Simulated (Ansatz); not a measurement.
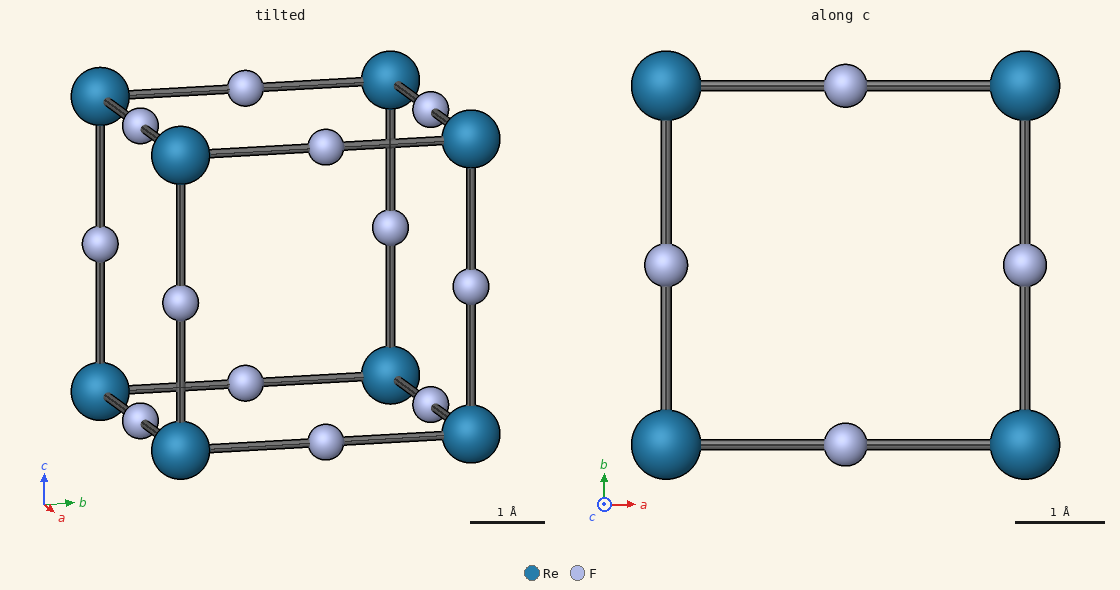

This ball-and-stick model is shown slightly off an axis and along the c axis. The edges of the conventional unit cell are marked.

ReF3, ReO₃ type, space group Pm-3m (No. 221), a = 4.073 Å, b = 4.073 Å, c = 4.073 Å, α = 90.00°, β = 90.00°, γ = 90.00°. Origin of the cell: a structure type filled with these elements by a generator (whether the compound takes this form wasn't checked). Earlier steps of the study, as a rule a relaxation of our own, may have changed the cell and positions, so they can lie some per cent off the listed ones. A calculation with Ansatz used it as input.

This one geometry was computed with Ansatz (DFT, plane waves, PAW) at five levels of theory: r2SCAN, PBE with spin-orbit coupling, LDA, PBEsol and PBE.

Which level gives the highest pressure at this volume, and what does that say about its equilibrium volume?

Highest: PBE with spin-orbit coupling (1.1 GPa), which points to the largest equilibrium volume. Lowest, with the smallest volume: LDA (-9.4 GPa). Levels within 0.5 GPa of each other can't be told apart.

How does the band gap change with the level of theory?

All levels give a metal.

Collect the results in a table.

| level | cutoff (eV) | k-mesh of the run's cell | gap (eV) | pressure (GPa) | absolute moment (μB/atom) |
| --- | --- | --- | --- | --- | --- |
| r2SCAN | 500 | 10×10×10 | metal | -2.8 | 0.51 |
| PBE with spin-orbit coupling | 420 | 10×10×10 | metal | 1.1 | 0.47 |
| LDA | 420 | 10×10×10 | metal | -9.4 | 0.36 |
| PBEsol | 420 | 10×10×10 | metal | -4.4 | 0.49 |
| PBE | 420 | 10×10×10 | metal | 0.0 | 0.51 |

Gaps are taken on the k-mesh or band path of each run.
